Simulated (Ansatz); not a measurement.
Pulling on the B1–F3 bond in BClFH (SMILES FBCl) (multiplicity 1 held, fragments rigid). Energies count from the point at 1.315 Å.
Geometry at that point (charge 0, multiplicity 1):
```json
[
 {"atom": "B", "x (Å)": "-0.0793", "y (Å)": "-0.6547", "z (Å)": "0.4307"},
 {"atom": "H", "x (Å)": "-0.7995", "y (Å)": "-1.5785", "z (Å)": "0.6110"},
 {"atom": "F", "x (Å)": "1.0325", "y (Å)": "-0.5345", "z (Å)": "1.1226"},
 {"atom": "Cl", "x (Å)": "-0.4763", "y (Å)": "0.5684", "z (Å)": "-0.7569"}
]
```

R- and RO- levels are restricted; in cc, def2 and unpolarised 6-31G sets they are followed outwards from rest. U- levels take the lowest unrestricted solution at each point, which mixes spins at long bonds. Levels need not reach the same state.

Frozen-core correlation.

The values were computed with Ansatz (Gaussian basis) for Hartree–Fock, density functionals and correlated methods. Each number belongs to the level named beside it.

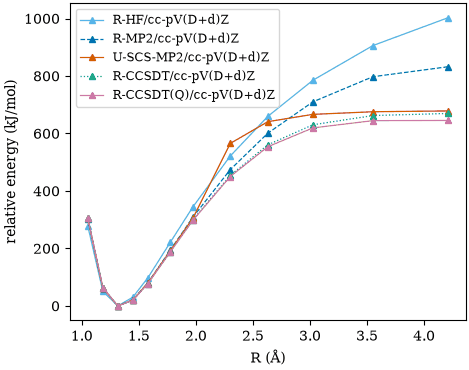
Relative energy along the coordinate

Doubts at one or more of the structures used: a restricted determinant that unrestricted orbitals would lower (R-HF/cc-pV(D+d)Z, R-MP2/cc-pV(D+d)Z, R-CCSDT/cc-pV(D+d)Z, R-CCSDT(Q)/cc-pV(D+d)Z); a spin-contaminated determinant (U-SCS-MP2/cc-pV(D+d)Z); T1 above 0.05 (R-CCSDT/cc-pV(D+d)Z, R-CCSDT(Q)/cc-pV(D+d)Z); other coupled-cluster roots lie near (R-CCSDT/cc-pV(D+d)Z, R-CCSDT(Q)/cc-pV(D+d)Z).

Ansatz is a program for electronic structure.
